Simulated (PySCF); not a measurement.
## Run report: C₆H₁₁O₂, EPR calculation

C₆H₁₁O₂, multiplicity 2, SMILES CCOC(=O)[C](C)C, computed with UKS B3LYP, pcH-1 on C H O, non-relativistic, mean-field spin-orbit, GIAO (PySCF 2.14.0).

It belongs to a series of runs on one base structure; here: H added to sp2 C.

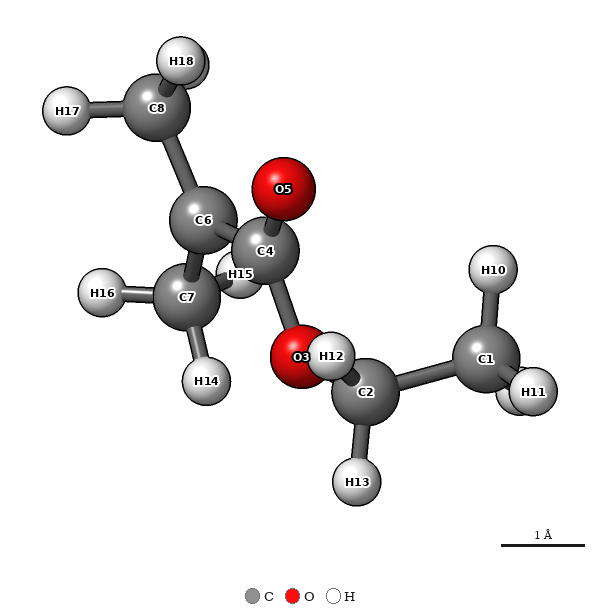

Figure 1. The structure as given in the input (ball-and-stick view, seen at a tilt; atoms are numbered from 1 in the order of the input). Bond lengths as drawn: C–C 1.43 to 1.52 Å, C–H 1.09 to 1.10 Å and C–O 1.22 to 1.42 Å.

## Results in brief

```csv
quantity,value
outcome,converged
total energy,−385.721459 hartree
⟨S²⟩,0.756
isotropic g,2.0036
hardware,"1 CPU thread, shared host"
wall time,76 s
peak memory,0.96 GiB
```

## The input
```
{"job": {"kind": "epr", "basis": "pcH-1"}, "charge": 0, "multiplicity": 2}
C      2.861808     0.267116    -0.677190
C      2.058722    -0.899213    -0.115408
O      0.671584    -0.762564    -0.392743
C     -0.039792     0.023038     0.463455
O      0.470422     0.562625     1.434747
C     -1.425348     0.130813     0.110784
C     -1.979995    -0.510483    -1.102647
C     -2.312468     0.931948     0.984167
H      2.686190     0.363052    -1.746234
H      2.563319     1.189141    -0.184420
H      3.920755     0.099870    -0.502151
H      2.201781    -0.962073     0.969064
H      2.353016    -1.840998    -0.585400
H     -1.297797    -1.257232    -1.496899
H     -2.148814     0.240115    -1.880380
H     -2.947168    -0.965554    -0.887154
H     -3.097322     0.304294     1.412981
H     -1.735100     1.378740     1.789311
H     -2.813597     1.716615     0.413819
```

The first line tells a small driver script what to run in PySCF; the rest is the geometry in Å.

Command:
```bash
OMP_NUM_THREADS=1 python <driver script> task.json out
```

## Log
```
UKS, coarse grid
  cycle   1  E = -385.52263985  |g| = 7.20e-01
  cycle   2  E = -384.98280559  |g| = 1.37e+00
  cycle   3  E = -385.68572682  |g| = 2.94e-01
  cycle   4  E = -385.71845063  |g| = 9.27e-02
  cycle   5  E = -385.72081608  |g| = 3.91e-02
  cycle   6  E = -385.72147625  |g| = 8.70e-03
  cycle   7  E = -385.72152174  |g| = 3.64e-03
  cycle   8  E = -385.72153382  |g| = 1.72e-03
  cycle   9  E = -385.72153618  |g| = 3.93e-04
UKS, final grid
  cycle   1  E = -385.72145843  |g| = 3.11e-04
  cycle   2  E = -385.72145846  |g| = 3.93e-04
  cycle   3  E = -385.72145852  |g| = 1.28e-04
  cycle   4  E = -385.72145853  |g| = 9.25e-05
  cycle   5  E = -385.72145854  |g| = 2.41e-05
E = -385.72145854 Eh   <S^2> = 0.7562 (exact 0.7500)
g shifts (ppm)      1          2          3
  rmc          -178       -178       -178
  gc             -6         34         35
  oz_so         -18       1620       2776
  total        -202       1477       2634
hyperfine (MHz)  atom isotope    a_iso     a_fc   dipolar eigenvalues
    0   13C       5.37       5.37     -0.60     -0.48      1.08
    1   13C      -1.86      -1.86     -0.45     -0.09      0.55
    2   17O       0.32       0.32    -11.45      5.08      6.37
    3   13C     -39.37     -39.37     -2.80     -0.93      3.73
    4   17O     -13.07     -13.07    -58.35     29.11     29.24
    5   13C      69.25      69.25    -67.12    -66.77    133.89
    6   13C     -27.24     -27.24     -2.18      0.96      1.22
    7   13C     -27.65     -27.65     -2.03      0.78      1.25
    8    1H      -0.16      -0.16     -1.01     -0.71      1.72
    9    1H      -0.24      -0.24     -1.39     -1.03      2.42
   10    1H       0.53       0.53     -0.70     -0.61      1.30
   11    1H       4.10       4.10     -1.95     -1.13      3.08
   12    1H       0.52       0.52     -1.15     -0.94      2.10
   13    1H      11.29      11.29     -4.02     -3.47      7.48
   14    1H     115.14     115.14     -4.61     -3.19      7.80
   15    1H      59.75      59.75     -4.20     -3.21      7.41
   16    1H      94.45      94.45     -4.40     -3.27      7.67
   17    1H       2.53       2.53     -4.04     -3.12      7.16
   18    1H      87.03      87.03     -4.40     -3.03      7.43
```

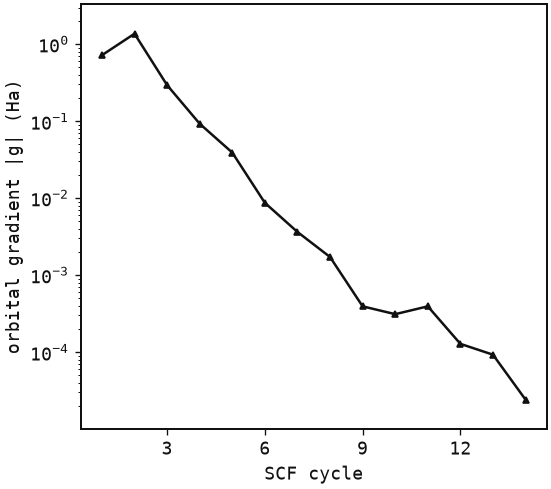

Figure 2. Convergence of the self-consistent field: orbital gradient |g| against the SCF cycle. All cycles printed in the log are drawn one after another.

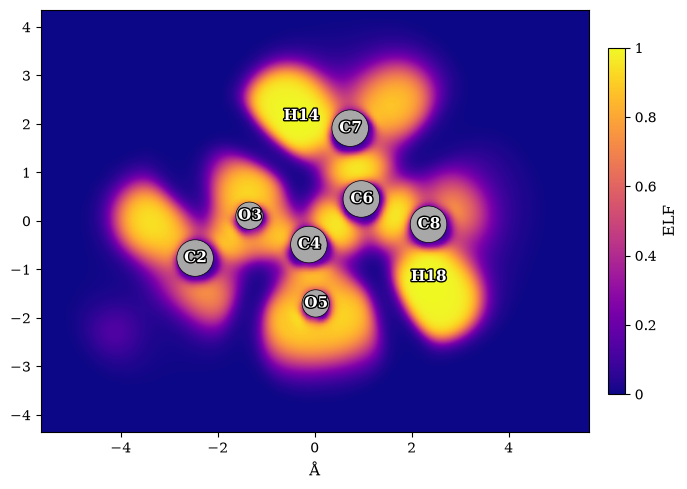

Figure 3. Electron localisation function on the plane of atoms C6, C8 and H18. Grey discs, where drawn, cover atomic cores. C–O (1.22 Å): the ELF peaks at about 0.85 between the atoms; a multiple bond by its length, whose ELF region spreads away from the axis. C–C (1.43 Å): the ELF peaks at about 0.95 between the atoms, which marks a shared electron pair. C–H (1.09 Å): the ELF climbs to about 1 towards the hydrogen, as it does in any bond to H; a covalent bond by its length.

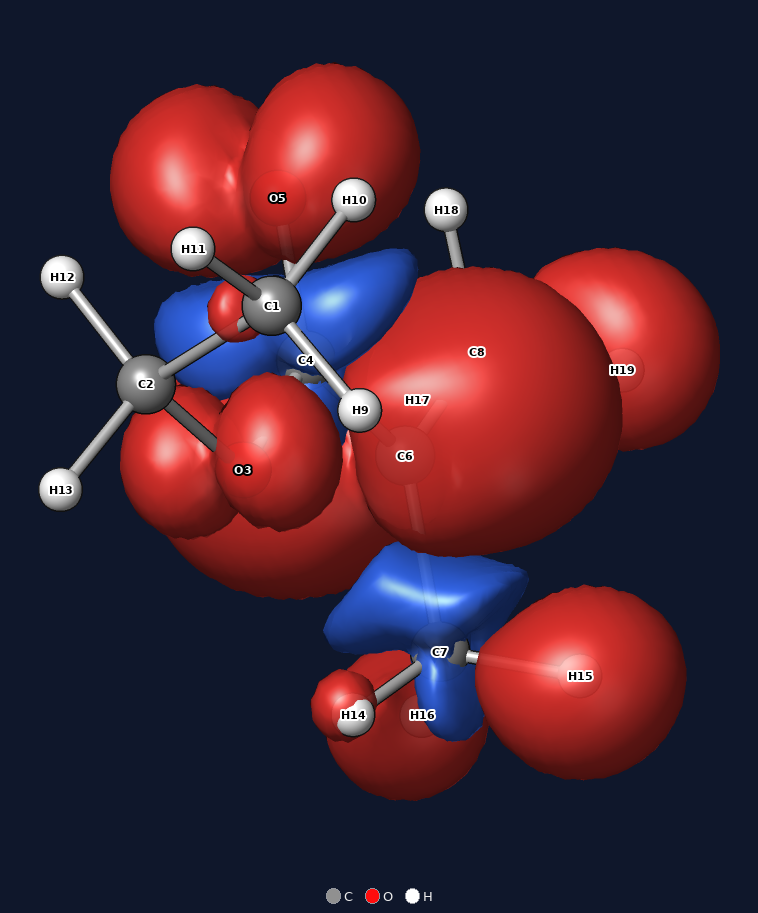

Figure 4. Isosurfaces of the spin density (α minus β) at +0.006 (red) and −0.006 e/Å³ (blue), seen at an oblique angle. The unpaired spin (1 electron) lies mostly on C6 (about 0.5), O5 (about 0.2) and C4 (about 0.1), in electrons by Hirshfeld's partition.
